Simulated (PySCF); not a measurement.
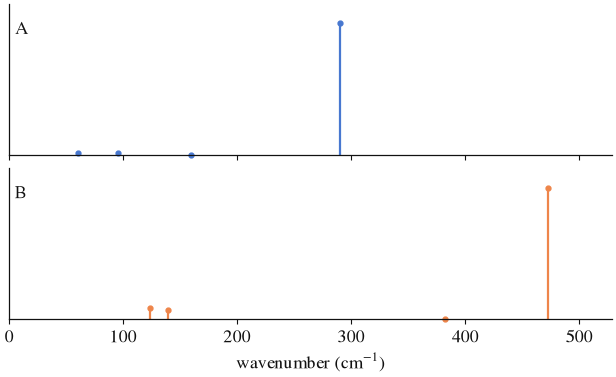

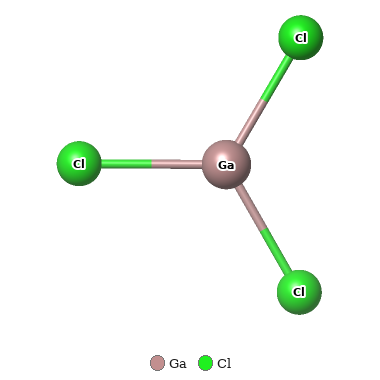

Harmonic infrared lines of GaCl₃ and GaI₃, all D3h singlets, each the lowest point that its search found (GaCl₃ is drawn); the ligand atom changes down one group of the periodic table. PBE0/def2-TZVP (core potentials past Kr), PySCF, unscaled, no spin-orbit coupling; each panel is scaled to its strongest line, degenerate modes are one line with their intensities summed, and dots on the axis are modes too weak to show or inactive.

Question: Which panel belongs to which molecule?

Answer: A: GaI₃ (strongest line 290.3 cm⁻¹); B: GaCl₃ (strongest line 472.9 cm⁻¹).

Question: How do the bond length and the stretches change along the series?

Answer: Mean bond length: GaCl₃ 2.113, GaI₃ 2.471 Å, rising down the group. Highest e' mode: GaCl₃ 473, GaI₃ 290 cm⁻¹, falling down the group.

Limits of at least one run: no scalar relativity.
